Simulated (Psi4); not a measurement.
# C2H3B (SMILES BC#C): levels of theory compared

Aim: a comparison of 4 runs (HF/3-21G, HF-D3(BJ)/heavy-aug-cc-pVDZ, B3LYP/6-31G*) of C2H3B. 

Program for the calculation: Psi4 1.11.

4 further runs of the same task are left out: 4 set aside as unsound or not needed.

**1. The structure to begin with**

C2H3B has 6 atoms, charge 0, and is taken as a singlet. As SMILES, `BC#C`. Geometry: relaxed at PBE0-D4/def2-TZVP.

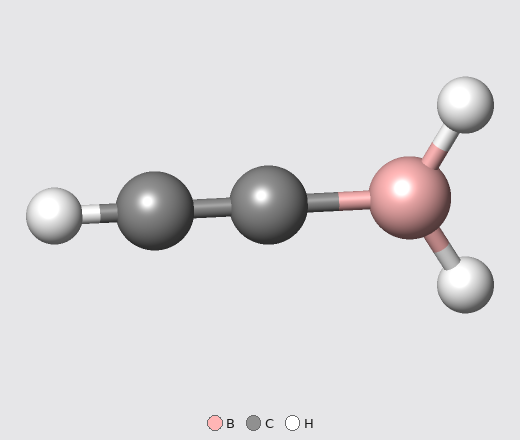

The structure, seen from a chosen angle (boron pink, carbon grey, hydrogen white).

**2. The energy at HF/3-21G (run 1)**

Contents of c2h3b.dat:

```
memory 1600 MB

molecule molecule1 {
  0 1
  B     -0.830400     0.647300    -0.394300
  C      0.278600    -0.224100     0.117900
  C      1.172700    -0.926600     0.530500
  H     -1.756200     0.156700    -0.965700
  H     -0.783300     1.828200    -0.228600
  H      1.960800    -1.545600     0.894000
  symmetry c1
}

set basis 3-21G
set puream true
set e_convergence 1e-09
set d_convergence 1e-08
set scf_type pk

e, wfn = energy('hf', return_wfn=True)
oeprop(wfn, 'LOWDIN_CHARGES', 'QUADRUPOLE', 'DIPOLE', title='HF')
```

On the command line:

```console
$ psi4 -n 1 c2h3b.dat c2h3b.out
```

c2h3b.out:

```text
[...]
  Running in c1 symmetry.
[...]
  Nuclear repulsion =   46.738123143885240
[...]
  Multiplicity = 1
[...]
  Nalpha       = 10
  Nbeta        = 10
[...]
    Number of basis functions: 33
[...]
   @RHF iter   1:  -101.49379800937049   -1.11820e+00   6.24829e-03 ADIIS/DIIS
[...]
   @RHF iter  11:  -101.52292011111660   -4.49063e-12   7.02018e-09 DIIS
[...]
  @RHF Final Energy:  -101.52292011111660
   => Energetics <=
    Nuclear Repulsion Energy =             46.7381231438852396
    One-Electron Energy =                -227.7566587521472457
    Two-Electron Energy =                  79.4956154971453941
    Total Energy =                       -101.5229201111166049
[...]
 Multipole Moments:
 ------------------------------------------------------------------------------------
     Multipole            Electronic (a.u.)      Nuclear  (a.u.)        Total (a.u.)
 ------------------------------------------------------------------------------------
 L = 1.  Multiply by 2.5417464519 to convert [e a0] to [Debye]
 Dipole X            :          0.4191530           -0.1264389            0.2927142
 Dipole Y            :         -0.3292729            0.0994607           -0.2298123
 Dipole Z            :          0.1936988           -0.0588173            0.1348815
 Magnitude           :                                                    0.3958387
 L = 2.  Multiply by 1.3450342976 to convert [e a0^2] to [Debye ang]
 Quadrupole XX       :        -80.4107332           67.5530188          -12.8577145
 Quadrupole XY       :         46.9860509          -48.8449132           -1.8588622
[...]
```

It took 1.4 s on 1 thread of INTEL XEON PLATINUM 8581C at 2.10GHz (Emerald Rapids), shared host; peak memory 0.18 GiB.

**3. The energy at HF-D3(BJ)/heavy-aug-cc-pVDZ (ZORA, density fitting) (run 2)**

Contents of job.py:

```python
import psi4

psi4.set_memory(1600000000)
psi4.set_num_threads(1)
psi4.set_output_file('psi4.out', False)

molecule = psi4.geometry("""
0 1
B     -0.830400     0.647300    -0.394300
C      0.278600    -0.224100     0.117900
C      1.172700    -0.926600     0.530500
H     -1.756200     0.156700    -0.965700
H     -0.783300     1.828200    -0.228600
H      1.960800    -1.545600     0.894000
no_reorient
no_com
""")

psi4.set_options({
    'reference': 'rhf',
    'scf_type': 'df',
    'relativistic': 'zora',
})

e_tot = psi4.energy("hf-d3bj2b/heavy-aug-cc-pVDZ")
print('E =', round(e_tot, 9))
for k, v in sorted(psi4.core.scalar_variables().items()):
    print(f'{k:45s} {v:18.10f}')
```

On the command line:

```console
$ python job.py
```

psi4.out:

```text
[...]
  Running in c1 symmetry.
[...]
  Nuclear repulsion =   46.738123143885240
[...]
  Multiplicity = 1
[...]
  Nalpha       = 10
  Nbeta        = 10
[...]
    Number of basis functions: 84
[...]
   @DF-RHF iter   1:  -102.11541257265544   -1.17675e+00   3.69360e-03 DIIS/ADIIS
[...]
   @DF-RHF iter   9:  -102.17988827391147   -4.91254e-08   3.21039e-07 DIIS
[...]
    Orbital Energies [Eh]
    ---------------------
    Doubly Occupied:
       1A    -11.272775     2A    -11.243093     3A     -7.636175
       4A     -1.039774     5A     -0.791472     6A     -0.709225
       7A     -0.562226     8A     -0.523409     9A     -0.418259
      10A     -0.397048
[...]
  @DF-RHF Final Energy:  -102.17988827391147
   => Energetics <=
    Nuclear Repulsion Energy =             46.7381231438852396
    One-Electron Energy =                -228.5969197249817739
    Two-Electron Energy =                  79.7050084398265568
    Total Energy =                       -102.1798882739114731
[...]
 Multipole Moments:
 ------------------------------------------------------------------------------------
     Multipole            Electronic (a.u.)      Nuclear  (a.u.)        Total (a.u.)
 ------------------------------------------------------------------------------------
 L = 1.  Multiply by 2.5417464519 to convert [e a0] to [Debye]
 Dipole X            :         -7.2813476            7.5156298            0.2342822
 Dipole Y            :          5.9168672           -6.1007918           -0.1839246
 Dipole Z            :         -2.9507743            3.0587107            0.1079364
 Magnitude           :                                                    0.3168070
[...]
```

On the terminal:

```text
E = -102.179888274
CURRENT ENERGY                                   -102.1798882739
CURRENT REFERENCE ENERGY                         -102.1798882739
DD SOLVATION ENERGY                                 0.0000000000
DISPERSION CORRECTION ENERGY                       -0.0261001326
HF KINETIC ENERGY                                 101.9912883697
HF POTENTIAL ENERGY                              -204.1711766436
HF TOTAL ENERGY                                  -102.1537881413
HF VIRIAL RATIO                                     2.0018491766
HF-D3(BJ) DISPERSION CORRECTION ENERGY             -0.0261001326
NUCLEAR REPULSION ENERGY                           46.7381231439
ONE-ELECTRON ENERGY                              -228.5969197250
PCM POLARIZATION ENERGY                             0.0000000000
PE ENERGY                                           0.0000000000
SCF ITERATION ENERGY                             -102.1798882739
SCF ITERATIONS                                      9.0000000000
SCF TOTAL ENERGY                                 -102.1798882739
TWO-ELECTRON ENERGY                                79.7050084398
```

It took 16 s on 1 thread of INTEL XEON PLATINUM 8581C at 2.10GHz (Emerald Rapids), shared host; peak memory 0.4 GiB.

**4. The energy at HF-D3(BJ)/heavy-aug-cc-pVDZ (density fitting) (run 3)**

Contents of calc.dat:

```
memory 1600 MB

molecule {
  0 1
  B     -0.830400     0.647300    -0.394300
  C      0.278600    -0.224100     0.117900
  C      1.172700    -0.926600     0.530500
  H     -1.756200     0.156700    -0.965700
  H     -0.783300     1.828200    -0.228600
  H      1.960800    -1.545600     0.894000
  units angstrom
  no_reorient
  no_com
}

set {
  reference rhf
  scf_type  df
}

energy('hf-d3bj2b/heavy-aug-cc-pVDZ')
print_variables()
```

On the command line:

```console
$ psi4 -i calc.dat -o calc.out -n 1
```

calc.out:

```text
[...]
  Running in c1 symmetry.
[...]
  Nuclear repulsion =   46.738123143885240
[...]
  Multiplicity = 1
[...]
  Nalpha       = 10
  Nbeta        = 10
[...]
    Number of basis functions: 84
[...]
   @DF-RHF iter   1:  -102.05982822251201   -1.17572e+00   3.69081e-03 DIIS/ADIIS
[...]
   @DF-RHF iter   9:  -102.12420556427938   -4.89268e-08   3.20513e-07 DIIS
[...]
    Orbital Energies [Eh]
    ---------------------
    Doubly Occupied:
       1A    -11.262766     2A    -11.233026     3A     -7.631554
       4A     -1.039218     5A     -0.791201     6A     -0.709200
       7A     -0.562187     8A     -0.523431     9A     -0.418361
      10A     -0.397129
[...]
  @DF-RHF Final Energy:  -102.12420556427938
   => Energetics <=
    Nuclear Repulsion Energy =             46.7381231438852396
    One-Electron Energy =                -228.5363224872886576
    Two-Electron Energy =                  79.7000939117655349
    Total Energy =                       -102.1242055642793787
[...]
 Multipole Moments:
 ------------------------------------------------------------------------------------
     Multipole            Electronic (a.u.)      Nuclear  (a.u.)        Total (a.u.)
 ------------------------------------------------------------------------------------
 L = 1.  Multiply by 2.5417464519 to convert [e a0] to [Debye]
 Dipole X            :         -7.2811564            7.5156298            0.2344734
 Dipole Y            :          5.9167169           -6.1007918           -0.1840749
 Dipole Z            :         -2.9506859            3.0587107            0.1080249
 Magnitude           :                                                    0.3170658
[...]
```

It took 3.3 s on 1 thread of INTEL XEON PLATINUM 8581C at 2.10GHz (Emerald Rapids), shared host; peak memory 0.23 GiB.

**5. The energy at B3LYP/6-31G(d) (Cartesian functions) (run 4)**

Contents of c2h3b.xyz:

```xyz
6
C2H3B
B     -0.830400     0.647300    -0.394300
C      0.278600    -0.224100     0.117900
C      1.172700    -0.926600     0.530500
H     -1.756200     0.156700    -0.965700
H     -0.783300     1.828200    -0.228600
H      1.960800    -1.545600     0.894000
```

Contents of calc.py:

```python
import psi4

psi4.set_memory(1600000000)
psi4.set_num_threads(1)
psi4.set_output_file('psi4.out', False)

with open('c2h3b.xyz') as f:
    atoms = ''.join(f.readlines()[2:])
molecule = psi4.geometry('0 1\n' + atoms + 'symmetry c1\nno_reorient\nno_com')

psi4.set_options({
    'basis': '6-31G*',
    'puream': False,
    'e_convergence': 1e-09,
    'd_convergence': 1e-08,
    'scf_type': 'pk',
    'dft_radial_points': 99,
    'dft_spherical_points': 590,
})

energy_value, wavefunction = psi4.energy('b3lyp', molecule=molecule, return_wfn=True)
psi4.oeprop(wavefunction, 'DIPOLE', 'WIBERG_LOWDIN_INDICES', 'MAYER_INDICES')
print('E =', round(energy_value, 9))
```

On the command line:

```console
$ python calc.py
```

psi4.out:

```text
[...]
  Running in c1 symmetry.
[...]
  Nuclear repulsion =   46.738123143885240
[...]
  Multiplicity = 1
[...]
  Nalpha       = 10
  Nbeta        = 10
[...]
    Number of basis functions: 51
[...]
   @RKS iter   1:  -102.63064370475104   -5.88248e-01   9.87188e-03 ADIIS/DIIS
[...]
   @RKS iter  10:  -102.78347693631964   -4.95959e-12   6.68131e-09 DIIS
[...]
    Orbital Energies [Eh]
    ---------------------
    Doubly Occupied:
       1A    -10.209357     2A    -10.182493     3A     -6.770513
       4A     -0.757464     5A     -0.581291     6A     -0.517620
       7A     -0.395900     8A     -0.370446     9A     -0.305820
      10A     -0.276964
[...]
  @RKS Final Energy:  -102.78347693631964
   => Energetics <=
    Nuclear Repulsion Energy =             46.7381231438852396
    One-Electron Energy =                -229.0173896956646047
    Two-Electron Energy =                  92.3916909978059522
    DFT Exchange-Correlation Energy =     -12.8959013823462350
    Empirical Dispersion Energy =           0.0000000000000000
    VV10 Nonlocal Energy =                  0.0000000000000000
    Total Energy =                       -102.7834769363196443
[...]
 Multipole Moments:
 ------------------------------------------------------------------------------------
     Multipole            Electronic (a.u.)      Nuclear  (a.u.)        Total (a.u.)
 ------------------------------------------------------------------------------------
 L = 1.  Multiply by 2.5417464519 to convert [e a0] to [Debye]
 Dipole X            :         -7.1805951            7.5156298            0.3350347
 Dipole Y            :          5.8376829           -6.1007918           -0.2631089
 Dipole Z            :         -2.9042025            3.0587107            0.1545082
 Magnitude           :                                                    0.4531527
[...]
```

The script printed:

```text
E = -102.783476936
```

Wall time 6.3 s (1 thread of INTEL XEON PLATINUM 8581C at 2.10GHz (Emerald Rapids), shared host); peak memory 0.69 GiB.

**6. Overview of the runs**

| run | level | integrals | integral approximation | energy (Eh) | dipole moment (D) | HOMO energy (eV) | LUMO energy (eV) | wall time |
| --- | --- | --- | --- | --- | --- | --- | --- | --- |
| 1 | HF/3-21G | pk | none | -101.522920 | 1.01 | -10.75 | 1.62 | 1.4 s |
| 2 | HF-D3(BJ)/heavy-aug-cc-pVDZ (ZORA, density fitting) | df | program's default | -102.179888 | 0.81 | -10.80 | 0.91 | 16 s |
| 3 | HF-D3(BJ)/heavy-aug-cc-pVDZ (density fitting) | df | program's default | -102.124206 | 0.81 | -10.81 | 0.91 | 3.3 s |
| 4 | B3LYP/6-31G* (Cartesian functions) | pk | none | -102.783477 | 1.15 | -7.54 | -2.20 | 6.3 s |

**7. Results**

```
            quantity          value
 run 4: total energy  -102.78348 Eh
run 4: dipole moment         1.15 D
  run 4: HOMO energy       -7.54 eV
  run 4: LUMO energy       -2.20 eV
run 4: HOMO–LUMO gap        5.33 eV
```

**Reading.** The dipole moment (its size) runs from 0.81 D (HF-D3(BJ)/heavy-aug-cc-pVDZ) to 1.15 D (B3LYP/6-31G*). The two ends differ in method and basis and Hamiltonian. The HOMO–LUMO gap runs from 5.33 eV (B3LYP/6-31G*) to 12.37 eV (HF/3-21G). The two ends differ in method and basis. All runs together took 27 s, the longest 16 s.
